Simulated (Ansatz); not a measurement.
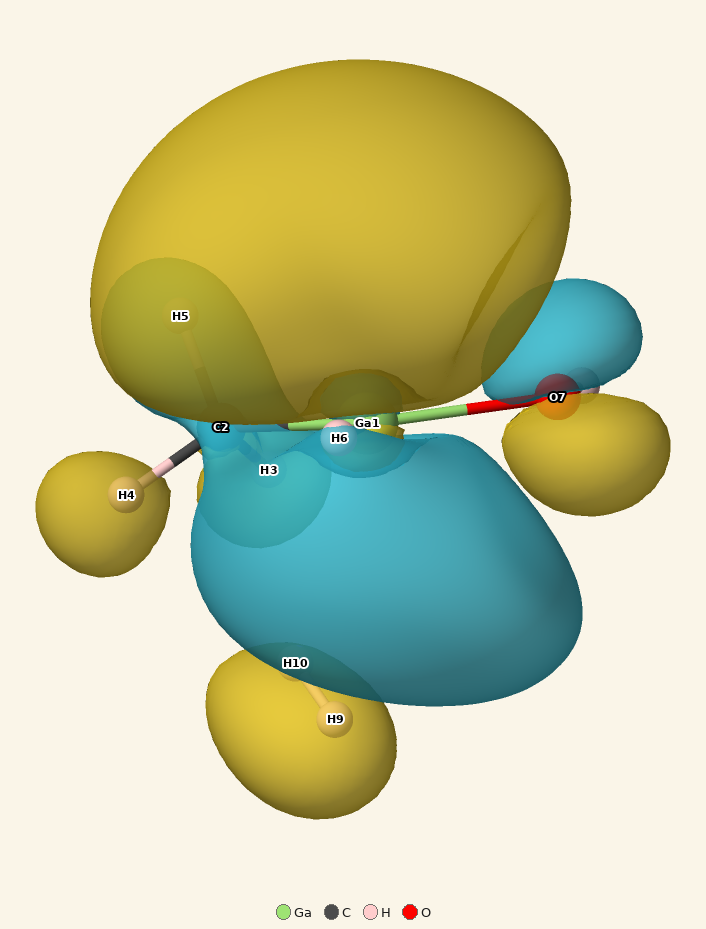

*CH5GaO···H2. The LUMO at ±0.05 Å⁻³ᐟ² (yellow and cyan are the two phases), seen at a tilt.*

Not at a stationary point (largest force 1.8 eV/Å).

Level of theory: Ansatz, RKS PBE0/def2-SVP.

```yaml
atoms:
  - { symbol: Ga, position_ang: [0.0410, 0.0298, 0.1586] }
  - { symbol: C, position_ang: [-0.1021, 0.1077, 2.1274] }
  - { symbol: H, position_ang: [-1.0404, -0.3394, 2.4897] }
  - { symbol: H, position_ang: [0.7477, -0.4046, 2.6034] }
  - { symbol: H, position_ang: [-0.0799, 1.1566, 2.4697] }
  - { symbol: H, position_ang: [1.3435, -0.0431, -0.7089] }
  - { symbol: O, position_ang: [-1.4396, 0.0756, -0.8524] }
  - { symbol: H, position_ang: [-2.2736, 0.1360, -0.3725] }
  - { symbol: H, position_ang: [0.0881, -2.6334, 0.9209] }
  - { symbol: H, position_ang: [0.0348, -2.0909, 1.3921] }
```

Where does this orbital lie, and at what energy?

By Hirshfeld shares it lies mainly on Ga1 (about 70 %) and O7 (about 10 %). Its energy is −0.25 eV.
